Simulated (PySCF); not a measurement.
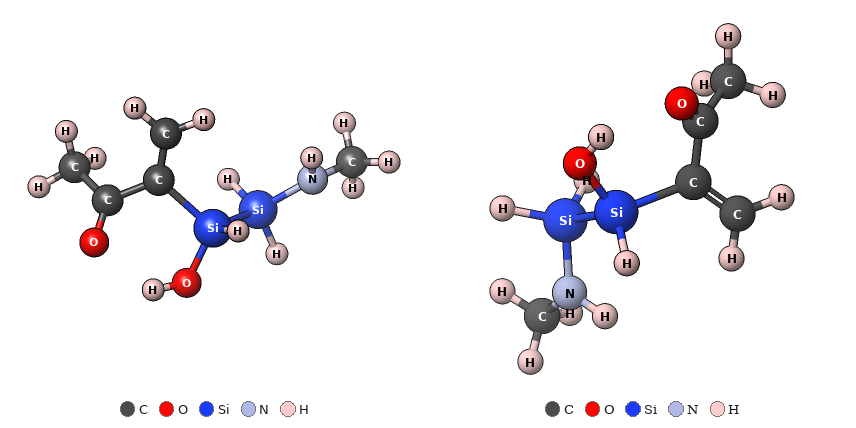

Two views of one molecule.

The geometry was computed by an optimisation with GFN2-xTB. No frequency run is at hand to confirm it as a minimum.

What is the molecular formula?

C₅H₁₃NO₂Si₂, 23 atoms: 5 carbon, 13 hydrogen, 1 nitrogen, 2 oxygen and 2 silicon.

Write the SMILES.

C=C(C(C)=O)[Si@@H](O)[SiH2]NC

Describe its rings.

It has no ring.

How many bonds of each kind are drawn?

8 C–H, 3 C–C, 3 Si–H, 1 C–O, 1 C–Si, 1 O–Si, 1 Si–Si, 1 N–Si, 1 C–N, 1 O–H, 1 N–H.

Name functional groups in it.

Among them: ketone, alkene, Si–H bond, Si–O bond, Si–N bond.

The parts below concern this one geometry. Atoms keep their numbers from picture to picture.

## Electronic properties

No frequency run is at hand to confirm it as a minimum. Level of theory: PBE0/pcSseg-1, gas phase (PySCF 2.14.0).

What is the dipole moment?

4.19 D.

What is the HOMO–LUMO gap?

5.10 eV.

Give the HOMO energy (Kohn–Sham orbital) at this level.

−6.69 eV.

## NMR shielding

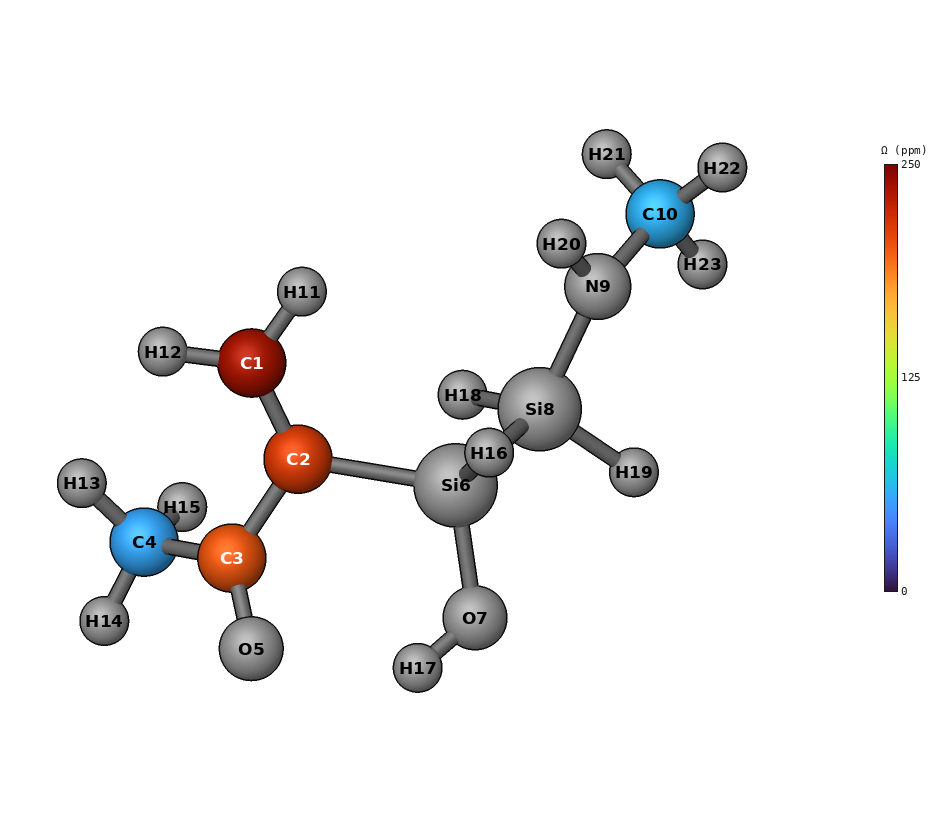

The C atoms are coloured by the span of their shielding tensor. No frequency run is at hand to confirm it as a minimum. Level of theory: GIAO PBE0/pcSseg-1 NMR shielding, non-relativistic, gas phase (PySCF 2.14.0). Principal shieldings σ11 ≤ σ22 ≤ σ33, span Ω = σ33 − σ11, skew κ = 3(σiso − σ22)/Ω.

Which C atom has the most anisotropic shielding?

C1, with a span of 235 ppm.

Give the shielding tensors of the C atoms.

| atom | σ11 | σ22 | σ33 | σiso | Ω | κ |
| --- | --- | --- | --- | --- | --- | --- |
| C1 | −65.1 | 53.1 | 170.0 | 52.7 | 235.0 | −0.01 |
| C2 | −75.1 | 8.5 | 136.0 | 23.1 | 211.1 | 0.21 |
| C3 | −104.1 | −79.4 | 96.7 | −28.9 | 200.8 | 0.75 |
| C4 | 133.6 | 138.8 | 188.4 | 153.6 | 54.8 | 0.81 |
| C10 | 128.5 | 137.5 | 187.5 | 151.2 | 59.0 | 0.69 |

Shieldings and span in ppm.

## Quadrupole coupling

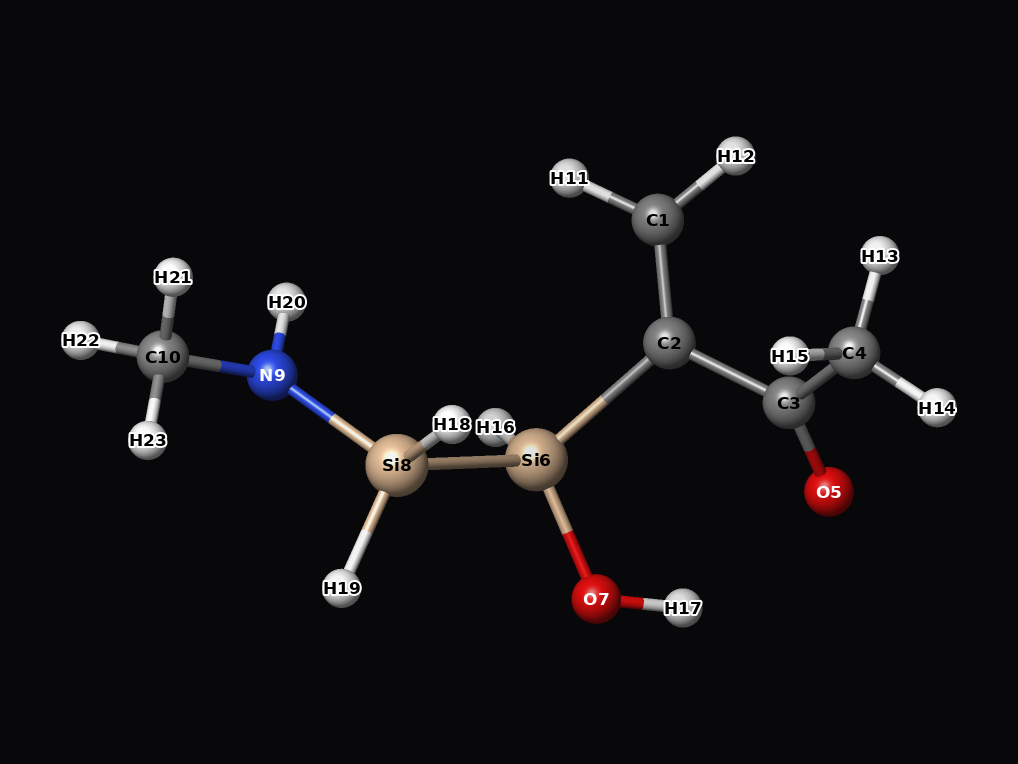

No frequency run is at hand to confirm it as a minimum. Electric field gradients from the ground-state density, PBE0/pcSseg-1 (PySCF 2.14.0), non-relativistic apart from any core potentials.

Give the largest field-gradient component, the quadrupole coupling constant and the asymmetry for 17O at O5 (Q = −25.6 mb), 17O at O7 (Q = −25.6 mb), 14N at N9 (Q = 20.44 mb).

```csv
atom,V_zz (a.u.),e²qQ/h (MHz),η
O5,−1.965,11.82,0.37
O7,1.386,−8.34,0.49
N9,−1.067,−5.13,0.36
```

The geometry is semi-empirical. Around Si such bond lengths and angles can be off by a tenth of an ångström or more and by several degrees, and values that hang on the shape move with them.
